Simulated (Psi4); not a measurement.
**BH3 (SMILES [H]B([H])[H]): CCSD(T)/CBS (density fitting, extrapolation ccsd(t)/cc-pv[dt]z)**

Aim: a single-point energy of BH3. The job is set up through a Python script.

The results are computed with Psi4 1.11.

6 further runs of the same task are left out: 2 that didn't finish, 4 set aside as unsound or not needed.

**1. The structure to begin with**

BH3 has 4 atoms, charge 0, and is taken as a singlet. SMILES: `[H]B([H])[H]`. The coordinates come from a GFN2-xTB relaxation.

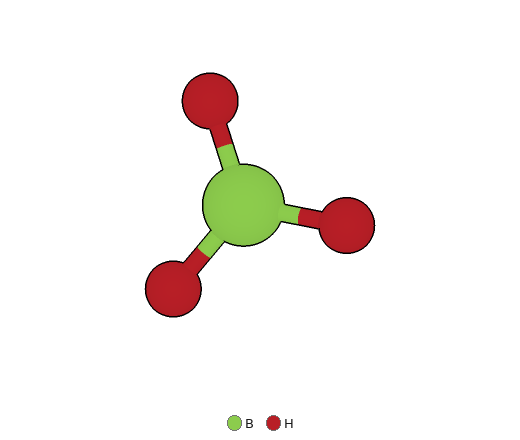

Viewed from a chosen angle; boron green, hydrogen red.

**2. A single-point energy at CCSD(T)/CBS (density fitting, extrapolation ccsd(t)/cc-pv[dt]z)**

Input file job.py:

```python
import psi4

psi4.set_memory('1600 MB')
psi4.set_num_threads(1)
psi4.core.set_output_file('output.dat', False)

mol = psi4.geometry("""
0 1
B      0.000060     0.000030    -0.001400
H      1.163870    -0.030320     0.015280
H     -0.555340     1.023410    -0.018650
H     -0.608600    -0.993120     0.004770
""")

psi4.set_options({
    'reference': 'rhf',
    'scf_type': 'disk_df',
    'freeze_core': True,
    'soscf': True,
    'puream': True,
})

energy_value = psi4.energy("ccsd(t)/cc-pv[dt]z", molecule=mol)
print('E =', round(energy_value, 9))
for k, v in sorted(psi4.core.scalar_variables().items()):
    print(f'{k:45s} {v:18.10f}')
```

Launch:

```bash
$ python job.py
```

output.dat:

```text
[...]
  Running in c1 symmetry.
[...]
  Nuclear repulsion =    7.603081907704702
[...]
  Multiplicity = 1
[...]
  Nalpha       = 4
  Nbeta        = 4
[...]
    Number of basis functions: 72
[...]
   @DF-RHF iter   1:   -26.39174757083191   -7.07554e-01   1.27911e-03 ADIIS/DIIS
[...]
      * MP2 total energy                      =  -26.512784610946241
[...]
      * CCSD total energy                     =  -26.534253574369551
[...]
      * CCSD(T) total energy                  =  -26.536727462501275
[...]
   @DF-RHF iter   5:   -26.38907409600738   -1.51523e-11   8.95665e-11 SOSCF, nmicro=conv
[...]
    Orbital Energies [Eh]
    ---------------------
    Doubly Occupied:
       1A     -7.612263     2A     -0.710472     3A     -0.500658
       4A     -0.500609
[...]
  @DF-RHF Final Energy:   -26.38907409600738
   => Energetics <=
    Nuclear Repulsion Energy =              7.6030819077047020
    One-Electron Energy =                 -49.3363083654400185
    Two-Electron Energy =                  15.3441523617279358
    Total Energy =                        -26.3890740960073771
[...]
 Multipole Moments:
 ------------------------------------------------------------------------------------
     Multipole            Electronic (a.u.)      Nuclear  (a.u.)        Total (a.u.)
 ------------------------------------------------------------------------------------
 L = 1.  Multiply by 2.5417464519 to convert [e a0] to [Debye]
 Dipole X            :          0.0004009           -0.0002010            0.0001999
 Dipole Y            :          0.0002220           -0.0000965            0.0001255
 Dipole Z            :         -0.0063820            0.0045023           -0.0018797
 Magnitude           :                                                    0.0018945
[...]
      * MP2 total energy                      =  -26.480692221831656
[...]
      * CCSD total energy                     =  -26.504468631528336
[...]
      * CCSD(T) total energy                  =  -26.505924424615273
[...]
```

On the terminal:

```text
E = -26.545353963
CBS CORRELATION ENERGY                             -0.1459647692
CBS NUMBER                                          2.0000000000
CBS REFERENCE ENERGY                              -26.3993891942
CBS TOTAL ENERGY                                  -26.5453539634
CURRENT CORRELATION ENERGY                         -0.1459647692
CURRENT ENERGY                                    -26.5453539634
CURRENT REFERENCE ENERGY                          -26.3993891942
NUCLEAR REPULSION ENERGY                            7.6030819077
```

It took 13 s on 1 thread of Intel Xeon Platinum 8259CL at 2.50GHz (Skylake/Cascade Lake), shared host; peak memory 0.53 GiB.

**3. What came out**

Level: CCSD(T)/CBS (density fitting, extrapolation ccsd(t)/cc-pv[dt]z).

| quantity | value |
| --- | --- |
| total energy | -26.54535 Eh |
| correlation energy | -146.0 mEh |
